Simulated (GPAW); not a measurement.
## A GW chain in GPAW: BaTiO3 (Pm-3m)

Aim: the G0W0 gap of BaTiO3 (Pm-3m) on PBE, step by step.

Main program and level: GPAW 26.7.0; PBE and many-body steps on it, plane waves.

**The experiments to reproduce.**

- Gap 3.2 eV: optical gap from first-derivative diffuse reflectance spectrum; UV-vis diffuse reflectance; powder (“Influence of Rapid Heat Treatment on the Photocatalytic Activity and Stability of Barium Titanates Against a Broad Range of Pollutants”, 2024, pmc:11596716).

- Gap 3.28 eV: optical gap from first-derivative diffuse reflectance spectrum; UV-vis diffuse reflectance; powder (commercial cubic reference powder, crystallite size 31.8 nm) (“Influence of Rapid Heat Treatment on the Photocatalytic Activity and Stability of Barium Titanates Against a Broad Range of Pollutants”, 2024, pmc:11596716).

## (1) The starting structure

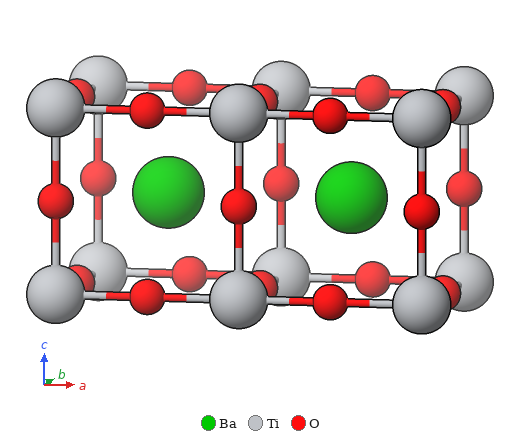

The starting structure, seen slightly off an axis (barium green, titanium light grey, oxygen red). 2×1×1 cells are drawn. Some periodic images of atoms are drawn too.

The cell and positions come from the Crystallography Open Database and are kept as given unless a step says otherwise. Spin-orbit coupling is left out unless a step names it.

## (2) Ground state

This step: GPAW 26.7.0; DFT, PBE, plane waves, PAW.

The ground-state density comes first.

File run.py:

```python
import json
import numpy as np
from gpaw.mpi import world
from ase import Atoms
from gpaw import GPAW, PW, FermiDirac

atoms = Atoms(['Ba', 'Ti', 'O', 'O', 'O'],
    cell=[[4.0060000000, 0.0000000000, 0.0000000000],
      [0.0000000000, 4.0060000000, 0.0000000000],
      [0.0000000000, 0.0000000000, 4.0060000000]],
    scaled_positions=[[0.5000000000, 0.5000000000, 0.5000000000],
      [0.0000000000, 0.0000000000, 0.0000000000],
      [0.5000000000, 0.0000000000, 0.0000000000],
      [0.0000000000, 0.5000000000, 0.0000000000],
      [0.0000000000, 0.0000000000, 0.5000000000]],
    pbc=(True, True, True))
calc = GPAW(mode=PW(600),
    xc='PBE',
    kpts={'size': (6, 6, 6), 'gamma': True},
    occupations=FermiDirac(0.001),
    nbands=-8,
    convergence={'density': 1e-6, 'bands': -3},
    maxiter=100,
    txt='gs.txt')
atoms.calc = calc
res = {'energy': atoms.get_potential_energy()}
kpts = calc.get_ibz_k_points()
res['kpts'] = kpts
res['eigenvalues'] = [calc.get_eigenvalues(kpt=k) for k in range(len(kpts))]
res['n_electrons'] = calc.get_number_of_electrons()
calc.write('gs.gpw')

if world.rank == 0:
    with open('result.json', 'w') as f:
        json.dump(res, f, default=lambda x: x.tolist())
```

On the command line:

```sh
$ mpirun -n 4 gpaw python run.py
```

Numbers of over 12 decimals in the logs are rounded to 6 here.

The log of the run:

```text
__  _  _
 | _ |_)|_||  |
 |__||  | ||/\| - 26.7.0

Input parameters:
  mode=PW(ecut=600.0),
  convergence={'density': 1e-06, 'bands': -3},
  kpts=MonkhorstPack(size=(6, 6, 6), gamma=True),
  maxiter=100,
  nbands=-8,
  occupations=Occupations(name='fermi-dirac', width=0.001, fixmagmom=False),
  xc=XC(name='PBE')
  [... matrices ...]
Diagonalizing LCAO Hamiltonian
Converting LCAO to pw mode
   .---------.
  /|         |
 * |         |
 | |   Ba    |
 O |         |
 | .---------.
 |/         /
 Ti---O----*

Atoms  # Å, Bohr magnetons
|   | symbol |        x |        y |        z |    initial magnetic moments |
| 0 |     Ba | 2.003000 | 2.003000 | 2.003000 | ( 0.0000,  0.0000,  0.0000) |
| 1 |     Ti | 0.000000 | 0.000000 | 0.000000 | ( 0.0000,  0.0000,  0.0000) |
| 2 |      O | 2.003000 | 0.000000 | 0.000000 | ( 0.0000,  0.0000,  0.0000) |
| 3 |      O | 0.000000 | 2.003000 | 0.000000 | ( 0.0000,  0.0000,  0.0000) |
| 4 |      O | 0.000000 | 0.000000 | 2.003000 | ( 0.0000,  0.0000,  0.0000) |

Unit cell  # Å
| periodic |        x |        y |        z |  lengths |    angles |
|      yes | 4.006000 | 0.000000 | 0.000000 | 4.006000 | 90.000000 |
|      yes | 0.000000 | 4.006000 | 0.000000 | 4.006000 | 90.000000 |
|      yes | 0.000000 | 0.000000 | 4.006000 | 4.006000 | 90.000000 |

Number of symmetries: 48
Symmetry operations  # r_c * U_cc + t_c -> r_c
|    | kind |            matrix            |
|  0 |  E   |  1, 0, 0,  0, 1, 0,  0, 0, 1 |
|  1 |  σ   |  1, 0, 0,  0, 1, 0,  0, 0,-1 |
|  2 |  σ   |  1, 0, 0,  0, 0, 1,  0, 1, 0 |
|  3 |  C4  |  1, 0, 0,  0, 0, 1,  0,-1, 0 |
|  4 |  C4  |  1, 0, 0,  0, 0,-1,  0, 1, 0 |
|  5 |  σ   |  1, 0, 0,  0, 0,-1,  0,-1, 0 |
|  6 |  σ   |  1, 0, 0,  0,-1, 0,  0, 0, 1 |
|  7 |  C2  |  1, 0, 0,  0,-1, 0,  0, 0,-1 |
|  8 |  σ   |  0, 1, 0,  1, 0, 0,  0, 0, 1 |
|  9 |  C2  |  0, 1, 0,  1, 0, 0,  0, 0,-1 |
| 10 |  C3  |  0, 1, 0,  0, 0, 1,  1, 0, 0 |
| 11 |  S6  |  0, 1, 0,  0, 0, 1, -1, 0, 0 |
| 12 |  S6  |  0, 1, 0,  0, 0,-1,  1, 0, 0 |
| 13 |  C3  |  0, 1, 0,  0, 0,-1, -1, 0, 0 |
| 14 |  C4  |  0, 1, 0, -1, 0, 0,  0, 0, 1 |
| 15 |  S4  |  0, 1, 0, -1, 0, 0,  0, 0,-1 |
| 16 |  C3  |  0, 0, 1,  1, 0, 0,  0, 1, 0 |
| 17 |  S6  |  0, 0, 1,  1, 0, 0,  0,-1, 0 |
| 18 |  σ   |  0, 0, 1,  0, 1, 0,  1, 0, 0 |
| 19 |  C4  |  0, 0, 1,  0, 1, 0, -1, 0, 0 |
| 20 |  C2  |  0, 0, 1,  0,-1, 0,  1, 0, 0 |
| 21 |  S4  |  0, 0, 1,  0,-1, 0, -1, 0, 0 |
| 22 |  S6  |  0, 0, 1, -1, 0, 0,  0, 1, 0 |
| 23 |  C3  |  0, 0, 1, -1, 0, 0,  0,-1, 0 |
| 24 |  S6  |  0, 0,-1,  1, 0, 0,  0, 1, 0 |
| 25 |  C3  |  0, 0,-1,  1, 0, 0,  0,-1, 0 |
| 26 |  C4  |  0, 0,-1,  0, 1, 0,  1, 0, 0 |
| 27 |  σ   |  0, 0,-1,  0, 1, 0, -1, 0, 0 |
| 28 |  S4  |  0, 0,-1,  0,-1, 0,  1, 0, 0 |
| 29 |  C2  |  0, 0,-1,  0,-1, 0, -1, 0, 0 |
| 30 |  C3  |  0, 0,-1, -1, 0, 0,  0, 1, 0 |
| 31 |  S6  |  0, 0,-1, -1, 0, 0,  0,-1, 0 |
| 32 |  C4  |  0,-1, 0,  1, 0, 0,  0, 0, 1 |
| 33 |  S4  |  0,-1, 0,  1, 0, 0,  0, 0,-1 |
| 34 |  S6  |  0,-1, 0,  0, 0, 1,  1, 0, 0 |
| 35 |  C3  |  0,-1, 0,  0, 0, 1, -1, 0, 0 |
| 36 |  C3  |  0,-1, 0,  0, 0,-1,  1, 0, 0 |
| 37 |  S6  |  0,-1, 0,  0, 0,-1, -1, 0, 0 |
| 38 |  σ   |  0,-1, 0, -1, 0, 0,  0, 0, 1 |
| 39 |  C2  |  0,-1, 0, -1, 0, 0,  0, 0,-1 |
| 40 |  σ   | -1, 0, 0,  0, 1, 0,  0, 0, 1 |
| 41 |  C2  | -1, 0, 0,  0, 1, 0,  0, 0,-1 |
| 42 |  C2  | -1, 0, 0,  0, 0, 1,  0, 1, 0 |
| 43 |  S4  | -1, 0, 0,  0, 0, 1,  0,-1, 0 |
| 44 |  S4  | -1, 0, 0,  0, 0,-1,  0, 1, 0 |
| 45 |  C2  | -1, 0, 0,  0, 0,-1,  0,-1, 0 |
| 46 |  C2  | -1, 0, 0,  0,-1, 0,  0, 0, 1 |
| 47 |  i   | -1, 0, 0,  0,-1, 0,  0, 0,-1 |

BZ-sampling:
  Number of BZ points: 216
  Number of IBZ points: 20

  Monkhorst-Pack size: [6, 6, 6]
  Monkhorst-Pack shift: [0.083333, 0.083333, 0.083333]

K-points  # in reciprocal-cell coordinates
|     |                                coordinates |     weight |
|   0 | (  0.00000000,   0.00000000,   0.00000000) | 0.00462963 |
|   1 | (  0.16666667,   0.00000000,   0.00000000) | 0.02777778 |
|   2 | (  0.16666667,   0.16666667,   0.00000000) | 0.05555556 |
|   3 | (  0.16666667,   0.16666667,   0.16666667) | 0.03703704 |
|   4 | (  0.33333333,   0.00000000,   0.00000000) | 0.02777778 |
|   5 | (  0.33333333,   0.16666667,   0.00000000) | 0.11111111 |
|   6 | (  0.33333333,   0.16666667,   0.16666667) | 0.11111111 |
|   7 | (  0.33333333,   0.33333333,   0.00000000) | 0.05555556 |
|   8 | (  0.33333333,   0.33333333,   0.16666667) | 0.11111111 |
|   9 | (  0.33333333,   0.33333333,   0.33333333) | 0.03703704 |
| ... |                                            |            |
|  19 | (  0.50000000,   0.50000000,   0.50000000) | 0.00462963 |

Plane wave coefficients: 2176
Cutoff: 600.0 eV

Spin-components: 1 (collinear spins)
Bands:           28
Projectors:      27
Spin-degeneracy: 2
Datatype:        complex128

  Storage: CPU
  Wave functions: 18_896_640 bytes (4_724_160 per core)
  Projectors: 20_921_280 bytes (5_230_320 per core)
  [... matrices ...]
Parallelization:
  kpt:    4
  domain: 1
  band:   1

Density:
  Valence electrons: 40.0
  Components: 1
  Grid points: [24 24 24]
  Charge: 0.0  # |e|

Potential:
  Grid points: [24 24 24]

species:
  Ba:
    name:    Barium
    Z:       56.0
    valence: 10
    core:    46
    charge:  0.0  # [|e|]
    compensation charges:
      type: gauss
      rc: 0.37  # [Å]
      lmax: 2
    cutoffs:
      filter: 2.06  # [Å]
      core: 2.33  # [Å]
    projectors
    | kind |    occ | energy [eV] | rcut [Å] |
    |   5s |  2.000 |     -33.644 |    1.164 |
    |   6s |  2.000 |      -3.229 |    1.164 |
    |   5p |  6.000 |     -18.744 |    1.164 |
    |    p |        |       0.000 |    1.164 |
    |    d |        |       0.000 |    1.164 |
    |    d |        |      27.211 |    1.164 |

    Using partial waves for Ba as LCAO basis

  Ti:
    name:    Titanium
    Z:       22.0
    valence: 12
    core:    10
    charge:  0.0  # [|e|]
    compensation charges:
      type: gauss
      rc: 0.38  # [Å]
      lmax: 2
    cutoffs:
      filter: 2.23  # [Å]
      core: 1.02  # [Å]
    projectors
    | kind |    occ | energy [eV] | rcut [Å] |
    |   3s |  2.000 |     -62.623 |    1.270 |
    |   4s |  2.000 |      -4.466 |    1.270 |
    |   3p |  6.000 |     -38.862 |    1.058 |
    |   4p |  0.000 |      -1.466 |    1.058 |
    |   3d |  2.000 |      -4.258 |    1.058 |
    |    d |        |      22.953 |    1.058 |

    Using partial waves for Ti as LCAO basis

  O:
    name:    Oxygen
    Z:       8.0
    valence: 6
    core:    2
    charge:  0.0  # [|e|]
    compensation charges:
      type: gauss
      rc: 0.21  # [Å]
      lmax: 2
    cutoffs:
      filter: 1.17  # [Å]
      core: 0.83  # [Å]
    projectors
    | kind |    occ | energy [eV] | rcut [Å] |
    |   2s |  2.000 |     -23.961 |    0.688 |
    |   2p |  4.000 |      -9.029 |    0.598 |
    |    s |        |       3.251 |    0.688 |
    |    p |        |      18.182 |    0.598 |
    |    d |        |       0.000 |    0.619 |

    Using partial waves for O as LCAO basis

Reference energy: -250624.413696  # eV

eigensolver:
  PPCG
  Converge bands: -3
  niter=2

density mixing:
  MSR1-Mixer
  Pratt-step length: 0.05
  Maximum mixing coefficient: 0.75
  Old densities: 10
  SVD Regularization: 0.005
  Good broyden scale: 1.0
  Trust region scale: 1.0
  Backstep threshold: 4.0
  History deletion threshold: 6.0
  Fourier metric: weight=20.0, sigma=0.015

occupation numbers:
  Fermi-Dirac:
    width: 0.0010  # eV

poisson solver:
  ecut: 4800.0  # eV

xc functional:
  name: PBE with 2 nearest neighbor stencil

Initialization done in: 2.013 s

convergence criteria:
- Maximum integral of absolute [dens]ity change: 1e-06 electrons / valence electron
- Maximum [total energy] change in last 3 cyles: 0.0005 eV / valence electron
- Maximum integral of absolute [eigenst]ate change: 4e-08 eV^2 / valence electron
maximum number of iterations: 100

SCF iterations
|iter     |     time |      energy | eigst |  dens |
|iter:   1|  |  -44.670430 | +0.56 |       |
|iter:   2|  |  -42.863724 | -0.50 | -0.87 |
|iter:   3|  |  -39.536603 | +0.09 | -0.94 |
|iter:   4|  |  -39.269394 | -0.94 | -1.42 |
|iter:   5|  |  -39.220735 | -1.69 | -1.62 |
|iter:   6|  |  -39.228422 | -2.97 | -1.97 |
|iter:   7|  |  -39.228011c| -3.69 | -2.74 |
|iter:   8|  |  -39.228054c| -4.64 | -3.31 |
|iter:   9|  |  -39.228055c| -4.91 | -3.83 |
|iter:  10|  |  -39.228055c| -4.86 | -4.55 |
|iter:  11|  |  -39.228055c| -7.32 | -5.14 |
|iter:  12|  |  -39.228055c| -8.05c| -5.89 |
|iter:  13|  |  -39.228055c| -8.95c| -6.30c|

Converged in 13 steps
SCF loop duration: 3.371 s (0.259 s/step)
Energy contributions relative to reference atoms: (reference = -250624.413696)
  [... matrices ...]
Energy contributions:
  Kinetic:          42.130798
  Coulomb:         -44.420667
  Zero:              0.581296
  External:          0.000000
  Xc:              -37.519482
  Entropy:          -0.000000
  Spinorbit:         0.000000
  ----------------------------
  Free energy:     -39.228055
  Extrapolated:    -39.228055

dipole moment: (-35.415731, -35.415731, -35.415731)  # |e|*Ang

Fermi level: 8.474
Eigenvalues  # (at kpt = [0.000, 0.000, 0.000])
| band index |      eig [eV] | occ [0-2] |
|          0 |       -48.947 |     2.000 |
|        ... |               |           |
|         12 |         5.353 |     2.000 |
|         13 |         5.353 |     2.000 |
|         14 |         6.550 |     2.000 |
|         15 |         6.550 |     2.000 |
|         16 |         6.550 |     2.000 |
|         17 |         7.503 |     2.000 |
|         18 |         7.503 |     2.000 |
|         19 |         7.503 |     2.000 |
|         20 |         9.422 |     0.000 |
|         21 |         9.422 |     0.000 |
|         22 |         9.422 |     0.000 |
|         23 |        11.569 |     0.000 |
|         24 |        11.569 |     0.000 |
|         25 |        12.726 |     0.000 |
|         26 |        12.726 |     0.000 |
|         27 |        15.033 |     0.000 |

Gap: 1.781 eV
Transition (v -> c):
  (s=0, k=19, n=19, [0.50, 0.50, 0.50]) -> (s=0, k=0, n=20, [0.00, 0.00, 0.00])
Direct/indirect transitions are different
Direct gap: 1.918 eV
Transition at: (s=0, k=0, n=19, [0.00, 0.00, 0.00])
# Writing to gs.gpw (mode='')
  [... matrices ...]
```

Wall time 6.9 s (4 MPI ranks of AMD EPYC 9R45, shared host); peak memory 0.77 GiB.

Numbers from this step:

```yaml
total_energy: -39.23 eV
gap: 1.781 eV
k_of_the_valence_top: 0.5, 0.5, 0.5
k_of_the_conduction_bottom: 0, 0, 0
least_direct_gap: 1.918 eV
```

The gap is indirect, with the least direct gap 0.14 eV higher.

## (3) Bands along the symmetry lines

The cheap functional maps the bands first; the places of the edges decide which points the dearer methods must see.

File run.py:

```python
import json
import numpy as np
from gpaw.mpi import world
from gpaw import GPAW

path = [[0.000000, 0.000000, 0.000000],
    [0.000000, 0.062500, 0.000000],
    [0.000000, 0.125000, 0.000000],
    [0.000000, 0.187500, 0.000000],
    [0.000000, 0.250000, 0.000000],
    [0.000000, 0.312500, 0.000000],
    [0.000000, 0.375000, 0.000000],
    [0.000000, 0.437500, 0.000000],
    [0.000000, 0.500000, 0.000000],
    [0.062500, 0.500000, 0.000000],
    [0.125000, 0.500000, 0.000000],
    [0.187500, 0.500000, 0.000000],
    [0.250000, 0.500000, 0.000000],
    [0.312500, 0.500000, 0.000000],
    [0.375000, 0.500000, 0.000000],
    [0.437500, 0.500000, 0.000000],
    [0.500000, 0.500000, 0.000000],
    [0.437500, 0.437500, 0.000000],
    [0.375000, 0.375000, 0.000000],
    [0.312500, 0.312500, 0.000000],
    [0.250000, 0.250000, 0.000000],
    [0.187500, 0.187500, 0.000000],
    [0.125000, 0.125000, 0.000000],
    [0.062500, 0.062500, 0.000000],
    [0.000000, 0.000000, 0.000000],
    [0.062500, 0.062500, 0.062500],
    [0.125000, 0.125000, 0.125000],
    [0.187500, 0.187500, 0.187500],
    [0.250000, 0.250000, 0.250000],
    [0.312500, 0.312500, 0.312500],
    [0.375000, 0.375000, 0.375000],
    [0.437500, 0.437500, 0.437500],
    [0.500000, 0.500000, 0.500000],
    [0.437500, 0.500000, 0.437500],
    [0.375000, 0.500000, 0.375000],
    [0.312500, 0.500000, 0.312500],
    [0.250000, 0.500000, 0.250000],
    [0.187500, 0.500000, 0.187500],
    [0.125000, 0.500000, 0.125000],
    [0.062500, 0.500000, 0.062500],
    [0.000000, 0.500000, 0.000000],
    [0.500000, 0.500000, 0.500000],
    [0.500000, 0.500000, 0.437500],
    [0.500000, 0.500000, 0.375000],
    [0.500000, 0.500000, 0.312500],
    [0.500000, 0.500000, 0.250000],
    [0.500000, 0.500000, 0.187500],
    [0.500000, 0.500000, 0.125000],
    [0.500000, 0.500000, 0.062500],
    [0.500000, 0.500000, 0.000000]]
calc = GPAW('gs.gpw').fixed_density(kpts=path,
    symmetry='off',
    nbands=30,
    convergence={'bands': 26},
    txt='bands.txt')
res = {}
kpts = calc.get_ibz_k_points()
res['kpts'] = kpts
res['eigenvalues'] = [calc.get_eigenvalues(kpt=k) for k in range(len(kpts))]
res['n_electrons'] = calc.get_number_of_electrons()

if world.rank == 0:
    with open('result.json', 'w') as f:
        json.dump(res, f, default=lambda x: x.tolist())
```

On the command line:

```sh
$ mpirun -n 4 gpaw python run.py
```

The log of the run:

```text
Diagonalizing LCAO Hamiltonian
Converting LCAO to pw mode
convergence criteria:
- Maximum integral of absolute [eigenst]ate change: 4e-08 eV^2 / valence electron
maximum number of iterations: 100

SCF iterations
|iter     |     time |      energy | eigst |  dens |
|iter:   1|  |             | +0.76 |       |
|iter:   2|  |             | -0.77 |       |
|iter:   3|  |             | -0.95 |       |
[...]
|iter:   7|  |             | -6.57 |       |
|iter:   8|  |             | -7.24 |       |
|iter:   9|  |             | -8.06c|       |
SCF steps: 9
  __  _  _
 | _ |_)|_||  |
 |__||  | ||/\| - 26.7.0

Input parameters:
  mode=PW(ecut=600.0),
  convergence={'bands': 26},
  gpts=array([24, 24, 24]),
  kpts=KPoints(kpts=array([[0.    , 0.    , 0.    ],
         [0.    , 0.0625, 0.    ],
         [0.    , 0.125 , 0.    ],
         [0.    , 0.1875, 0.    ],
         [0.    , 0.25  , 0.    ],
         [0.    , 0.3125, 0.    ],
         [0.    , 0.375 , 0.    ],
         [0.    , 0.4375, 0.    ],
[...]
[0.0625, 0.5   , 0.    ],
[...]
[0.1875, 0.5   , 0.    ],
[...]
[0.3125, 0.5   , 0.    ],
[...]
[0.4375, 0.5   , 0.    ],
[...]
[0.4375, 0.4375, 0.    ],
[...]
[0.3125, 0.3125, 0.    ],
[...]
[0.1875, 0.1875, 0.    ],
[...]
[0.0625, 0.0625, 0.    ],
[...]
[0.0625, 0.0625, 0.0625],
[...]
[0.1875, 0.1875, 0.1875],
[...]
[0.3125, 0.3125, 0.3125],
[...]
[0.4375, 0.4375, 0.4375],
[...]
[0.4375, 0.5   , 0.4375],
[...]
[0.3125, 0.5   , 0.3125],
[...]
[0.1875, 0.5   , 0.1875],
[...]
[0.0625, 0.5   , 0.0625],
[...]
[0.5   , 0.5   , 0.4375],
[...]
[0.5   , 0.5   , 0.3125],
         [0.5   , 0.5   , 0.25  ],
         [0.5   , 0.5   , 0.1875],
         [0.5   , 0.5   , 0.125 ],
         [0.5   , 0.5   , 0.0625],
         [0.5   , 0.5   , 0.    ]])),
  maxiter=100,
  nbands=30,
  occupations=Occupations(name='fermi-dirac', width=0.001, fixmagmom=False),
  parallel={},
  symmetry=Symmetry(point_group=False, time_reversal=False),
  xc=XC(name='PBE')
```

Elapsed: 8.4 s, on 4 MPI ranks; peak memory 0.87 GiB; 32 s of CPU time.

This step gave:

| Property | Result |
| --- | --- |
| gap | 1.781 eV |
| k of the valence top | 0.5, 0.5, 0.5 |
| k of the conduction bottom | 0, 0, 0 |
| least direct gap | 1.918 eV |

The gap is 1.781 eV, as in the run before at this level.

Electronic bands along the path, in eV, zero at the top of the highest filled band:

```csv
point,band 17,band 18,band 19,band 20,band 21,band 22,band 23,band 24
Γ,-1.09,-0.14,-0.14,-0.14,1.78,1.78,1.78,3.93
X,-1.81,-1.81,-0.70,-0.70,1.93,3.51,3.51,3.93
M,-1.71,-0.86,-0.86,-0.08,3.52,3.52,3.94,4.78
Γ,-1.09,-0.14,-0.14,-0.14,1.78,1.78,1.78,3.93
R,-2.39,0.00,0.00,0.00,4.18,4.18,4.18,6.75
X,-1.81,-1.81,-0.70,-0.70,1.93,3.51,3.51,3.93
jump to R,-2.39,0.00,0.00,0.00,4.18,4.18,4.18,6.75
M,-1.71,-0.86,-0.86,-0.08,3.52,3.52,3.94,4.78
```

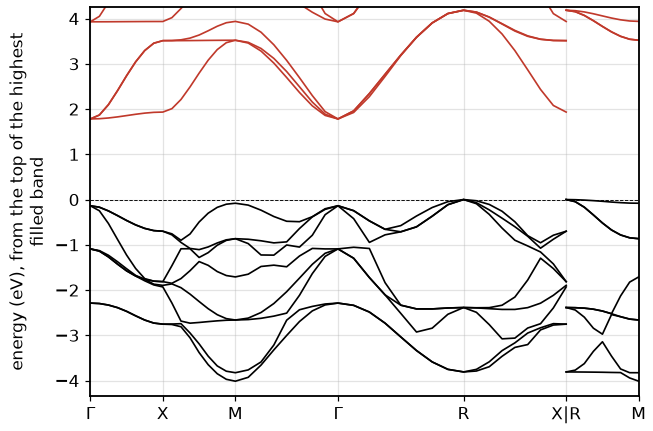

Electronic bands along the path; lines of filled and empty bands in two colours.

## (4) Empty states on the mesh, 4×4×4 mesh, 965 bands

The sums over transitions need many empty states on a uniform mesh; this step solves for them.

File run.py:

```python
import json
import numpy as np
from gpaw.mpi import world
from gpaw import GPAW

calc = GPAW('gs.gpw').fixed_density(kpts={'size': (4, 4, 4), 'gamma': True},
    parallel={'domain': 1, 'band': 1},
    txt='nscf.txt')
calc.diagonalize_full_hamiltonian(nbands=965)
calc.write('full.gpw', mode='all')
res = {}
kpts = calc.get_ibz_k_points()
res['kpts'] = kpts
res['eigenvalues'] = [calc.get_eigenvalues(kpt=k) for k in range(len(kpts))]
res['n_electrons'] = calc.get_number_of_electrons()

if world.rank == 0:
    with open('result.json', 'w') as f:
        json.dump(res, f, default=lambda x: x.tolist())
```

On the command line:

```sh
$ mpirun -n 4 gpaw python run.py
```

The log of the run:

```text
Diagonalizing LCAO Hamiltonian
Converting LCAO to pw mode
convergence criteria:
- Maximum integral of absolute [eigenst]ate change: 4e-08 eV^2 / valence electron
maximum number of iterations: 100

SCF iterations
|iter     |     time |      energy | eigst |  dens |
|iter:   1|  |             | +0.49 |       |
|iter:   2|  |             | -1.35 |       |
|iter:   3|  |             | -2.38 |       |
[...]
|iter:   7|  |             | -6.23 |       |
|iter:   8|  |             | -6.93 |       |
|iter:   9|  |             | -7.56c|       |
SCF steps: 9
  __  _  _
 | _ |_)|_||  |
 |__||  | ||/\| - 26.7.0

Input parameters:
  mode=PW(ecut=600.0),
  convergence={'density': 1e-06, 'bands': -3},
  gpts=array([24, 24, 24]),
  kpts=MonkhorstPack(size=(4, 4, 4), gamma=True),
  maxiter=100,
  nbands=28,
  occupations=Occupations(name='fermi-dirac', width=0.001, fixmagmom=False),
  parallel={'domain': 1, 'band': 1},
  xc=XC(name='PBE')
Matrix size: 2120x2120
# Writing to full.gpw (mode='all')
  [... matrices ...]

timing:  # [seconds]
  Total: 16.239  # ━━━━━━━━━━━━━━━━━━━━━━━━━━━━━━━━━━━━━━━━━━━━━━━━━━━━━━━━━━
```

Wall time 21 s (4 MPI ranks); peak memory 2.4 GiB; 83 s of CPU time.

This step gave:

```
gap                                                           : 1.781 eV
k of the valence top                                          : 0.5, 0.5, 0.5
k of the conduction bottom                                    : 0, 0, 0
least direct gap                                              : 1.918 eV
k points computed                                             : 10
lowest point of the top converged band, above the valence top : 330.1714 eV
```

On this mesh the gap is 1.781 eV.

(Part 1 of 2 ends here.)

[Paths, hosts, dates, memory and timing lines, banners, echoed tables and standing remarks are left out of the program output.]

[Logs are printed without paths, hosts, clocks, repeated set-up lines and the standing remarks that a program may print on its own settings, such as how far it seeks lower states.]

[Runs of the session that timed out or met a known fault of the program may be left out.]

[Hosts, paths, dates, database ids (printed as entryN), source tags and the programs' standing remarks are cut or masked in the printed files.]
